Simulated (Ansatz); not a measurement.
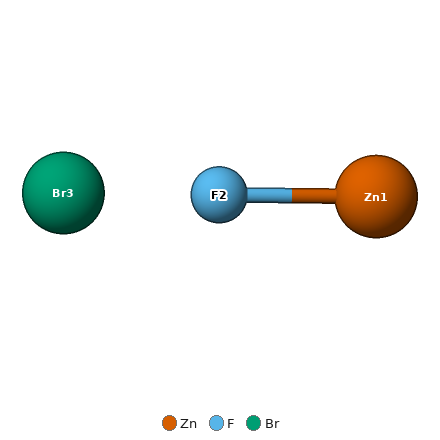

The system is Zn + FBr; the picture shows the reference structure. 
- First axis: distance Zn1–F2. Second axis: distance F2–Br3.
- Nothing is relaxed (the angle Zn1–F2–Br3 is fixed at 180 degrees).
- Grid: 14 × 14 points.
- Energies: kcal/mol, counted from the lowest grid point.
- The reference is spin-restricted, so regions where a bond is pulled apart into radicals lie too high.
- Level of theory: RKS PBE0-D4/def2-TZVPD (Ansatz 0.2.0).

Its coordinates:

```xyz
3

Zn   -2.0340    0.0000    0.0000
F     0.0000    0.0000    0.0000
Br    2.0180    0.0000    0.0000
```

Range: distance Zn1–F2 from 1.456 to 3.456 Å; distance F2–Br3 from 1.440 to 3.440 Å.

Q: What landscape does the calculation give?

A: The lowest grid point is at distance Zn1–F2 = 2.034 Å, distance F2–Br3 = 2.018 Å. It is the only kind of minimum in the scanned range. The highest grid point, distance Zn1–F2 = 1.456 Å, distance F2–Br3 = 1.440 Å, lies 192 kcal/mol above the lowest.

```csv
"distance F2–Br3 ↓, distance Zn1–F2 →",1.456,1.527,1.631,1.753,1.888,2.034,2.188,2.350,2.520,2.696,2.878,3.066,3.258,3.456
3.440,64,42,25,19,22,30,39,49,58,67,73,79,84,87
3.242,62,40,23,17,20,27,36,46,55,63,69,75,79,83
3.050,60,38,21,15,17,24,33,42,51,58,65,70,74,77
2.862,58,36,19,12,14,20,28,37,45,52,58,63,67,70
2.680,56,33,16,9,10,16,23,31,39,45,51,55,59,62
2.504,54,32,14,6,6,11,18,25,31,37,42,46,49,52
2.334,54,32,13,4,3,6,12,18,23,28,32,36,38,41
2.172,57,33,13,3,0,2,6,11,15,19,22,25,27,28
2.018,63,39,17,5,0,0,2,5,7,10,12,14,15,17
1.872,75,49,25,11,4,1,1,1,3,4,5,6,6,7
1.737,93,65,40,23,13,8,5,4,3,3,3,4,4,4
1.615,120,91,62,43,31,23,18,16,14,13,12,12,12,12
1.511,156,125,95,74,59,50,44,40,37,36,35,34,34,34
1.440,192,161,130,107,91,81,74,69,66,64,63,63,62,62
```

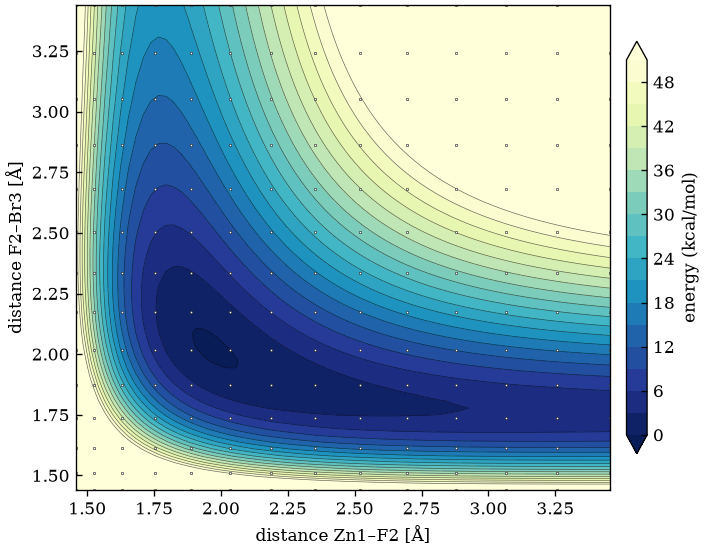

In the figure: filled contours, dots at the grid points, one colour for all values above the top of the scale. Between grid points the surface is interpolated.

Time for the 196 points that were run: 30 min on 1 thread of Arm Neoverse V2, on a shared host.
